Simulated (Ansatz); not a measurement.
Method: PBE (plane waves to 420 eV, PAW; Ansatz, a first-principles code).

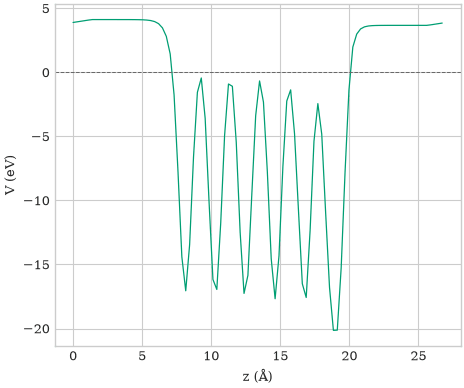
Figure. Plane-averaged electrostatic potential energy along the normal, in eV from the Fermi level, for a constructed model of the (100) surface of rock-salt TiC (in the relaxation 1 O–Ti bonds broke), top plane replaced by MoO (bottom of the slab: a bare face, its two planes held)

Slab: 12 atoms, 10.7 Å thick at the start with caps and adatoms (thin: gaps and levels are the slab's own); k 12x12x1, smearing 0.1 eV, dipole-corrected; 4 atoms held, the rest relaxed; symmetry of the start imposed; no spin, no spin-orbit, no U. It is one candidate, not shown to be the stable structure of the face.

The vacuum level lies 3.67 eV above the Fermi level over the top face and 4.13 eV above it under the bottom face.
